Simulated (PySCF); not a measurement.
# BN (boron nitride) at UCCSDT/STO-3G

Aim: the energy change on altering one bond length of BN (boron nitride) at UCCSDT/STO-3G, from 2 runs. The job is set up through a Python script.

Program for the calculation: PySCF 2.14.0.

14 further runs of the same task are left out: 5 that didn't finish, 9 set aside as unsound or not needed.

## Step 1: Starting point

The species is BN (2 atoms), meant as a triplet with charge 0. SMILES: `B#N`. Geometry: relaxed at PBE0-D4/def2-TZVP.

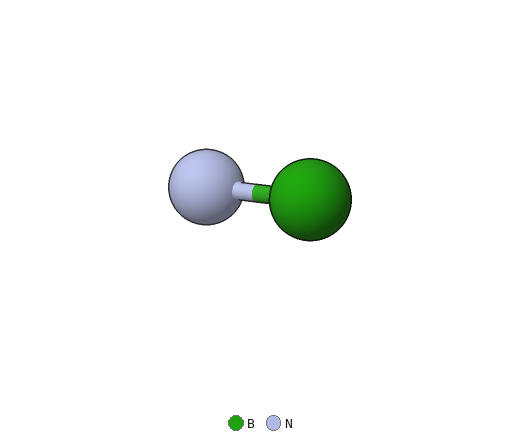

The structure, seen from a chosen angle (boron green, nitrogen light blue).

## Step 2: The energy at UCCSDT/STO-3G

input.py reads:

```python
from pyscf import gto, cc

mol = gto.Mole()
mol.atom = [
    ('B', (-0.000000, -0.000000, -0.023520)),
    ('N', (0.000000, 0.000000, 1.291950)),
]
mol.max_memory = 1860
mol.spin = 2
mol.charge = 0
mol.verbose = 3
mol.basis = 'sto-3g'
mol.build()

mf = mol.UHF()
mf.conv_tol = 1e-10
mf.kernel()
if not mf.converged:
    mf = mf.newton().run(mf.mo_coeff, mf.mo_occ)

mycc = cc.CCSDT(mf, frozen=2)
mycc.kernel()
e_final = mycc.e_tot
print(f'total energy: {e_final:.8f} hartree')
```

Run with:

```console
$ OMP_NUM_THREADS=1 python input.py
```

The log of the run:

```text
WARN: HOMO -0.0930582314220957 >= LUMO -0.232234455569534

converged SCF energy = -77.9435895057633  <S^2> = 2.1465284  2S+1 = 3.096145
_make_eris_incore_UCCSDT

WARN: A large `blksize_v_aaa` is being used, which may cause large memory consumption
      for storing contraction intermediates. If memory is sufficient, consider using
      `pyscf.cc.uccsdt_highm.UCCSDT` instead.

WARN: A large `blksize_v_aab` is being used, which may cause large memory consumption
      for storing contraction intermediates. If memory is sufficient, consider using
      `pyscf.cc.uccsdt_highm.UCCSDT` instead.

UCCSDT converged
E(UCCSDT) = -78.05287398442817   E_corr = -0.1092844786648316
E_corr(same-spin) = -0.0207758645629118
E_corr(oppo-spin) = -0.0885086141019198
total energy: -78.05287398 hartree
```

It took 0.93 s on 1 thread of Arm Neoverse V2, shared host; peak memory 0.12 GiB.

## Step 3: The distorted shape

input.xyz reads:

```xyz
2
BN
B      0.000000     0.000000    -0.286650
N      0.000000     0.000000     1.291950
```

input.py reads:

```python
from pyscf import gto, scf, cc

mol = gto.M(
    atom='input.xyz',
    basis='sto-3g',
    spin=2,
    verbose=4,
    max_memory=1860,
)

myscf = scf.UHF(mol)
myscf.conv_tol = 1e-10
myscf.kernel()
if not myscf.converged:
    myscf = myscf.newton().run(myscf.mo_coeff, myscf.mo_occ)

mycc = cc.CCSDT(myscf, frozen=2)
mycc.kernel()
energy = mycc.e_tot
print('E(%s) = %.9f' % ('CCSDT', energy))
```

Run with:

```console
$ OMP_NUM_THREADS=1 python input.py
```

The log of the run:

```text
PySCF version 2.14.0

[INPUT] num. atoms = 2
[INPUT] num. electrons = 12
[INPUT] charge = 0
[INPUT] spin (= nelec alpha-beta = 2S) = 2
[INPUT] symmetry False subgroup None
[INPUT] Mole.unit = angstrom
[INPUT] Symbol           X                Y                Z      unit          X                Y                Z       unit  Magmom
[INPUT]  1 B      0.000000000000   0.000000000000  -0.286650000000 AA    0.000000000000   0.000000000000  -0.541689993607 Bohr   0.0
[INPUT]  2 N      0.000000000000   0.000000000000   1.291950000000 AA    0.000000000000   0.000000000000   2.441431666632 Bohr   0.0

nuclear repulsion = 11.7326760307868
number of shells = 6
number of NR pGTOs = 30
number of NR cGTOs = 10
basis = sto-3g
ecp = {}

******** <class 'pyscf.scf.uhf.UHF'> ********
method = UHF
initial guess = minao
damping factor = 0
level_shift factor = 0
DIIS = <class 'pyscf.scf.diis.CDIIS'>
diis_start_cycle = 1
diis_space = 8
diis_damp = 0
SCF conv_tol = 1e-10
SCF conv_tol_grad = None
SCF max_cycles = 50
direct_scf = True
direct_scf_tol = 1e-13
number electrons alpha = 7  beta = 5
Set gradient conv threshold to 1e-05
init E= -77.4752187642697
[... the frontier-level lines of each cycle are left out ...]


[... 86 lines left out ...]
converged SCF energy = -77.8786691125974  <S^2> = 2.0754078  2S+1 = 3.0498576
[... 17 lines left out ...]
WARN: A large `blksize_v_aaa` is being used, which may cause large memory consumption
[... 3 lines left out ...]
WARN: A large `blksize_v_aab` is being used, which may cause large memory consumption
[... 11 lines left out ...]
Init t2, MP2 energy = -0.0967583255511502
[... 26 lines left out ...]
UCCSDT converged
[... 3 lines left out ...]
E(CCSDT) = -78.023014730
```

Run time: 0.9 s. Hardware: 1 thread of Arm Neoverse V2, shared host; peak memory 0.1 GiB.

## Step 4: Outcome

Level: UCCSDT/STO-3G, 2 core orbitals frozen.

```
                                                                   quantity         value
                                                  first shape: total energy  -78.05287 Eh
                          first shape: dipole moment (Hartree–Fock density)        2.06 D
    first shape: HOMO energy (Hartree–Fock orbitals) (highest over α and β)      -9.06 eV
     first shape: LUMO energy (Hartree–Fock orbitals) (lowest over α and β)       4.45 eV
                   first shape: correlation energy (2 core orbitals frozen)    -109.3 mEh
                             first shape: ⟨S²⟩ of the reference determinant         2.147
                                                 first shape: T1 diagnostic         0.064
                                              distorted shape: total energy  -78.02301 Eh
                      distorted shape: dipole moment (Hartree–Fock density)        2.13 D
distorted shape: HOMO energy (Hartree–Fock orbitals) (highest over α and β)      -7.24 eV
 distorted shape: LUMO energy (Hartree–Fock orbitals) (lowest over α and β)       4.82 eV
               distorted shape: correlation energy (2 core orbitals frozen)    -144.3 mEh
                         distorted shape: ⟨S²⟩ of the reference determinant         2.075
                                             distorted shape: T1 diagnostic         0.070
          energy change with the B1–N2 bond stretched from 1.315 to 1.579 Å      0.813 eV
```

**Reading.** With the B1–N2 bond stretched from 1.315 to 1.579 Å the energy rises by 0.81 eV (78.4 kJ/mol). The first shape isn't relaxed at this level, so the change isn't measured from a minimum. The minimal basis adds a large error of its own. ⟨S²⟩ (first shape) is 2.15 where a pure triplet has 2.00: the reference is spin-contaminated. The T1 diagnostic (first shape) of 0.064 is above the customary mark for such species, so a single reference may not serve. The T1 diagnostic (distorted shape) of 0.070 is above the customary mark for such species, so a single reference may not serve.
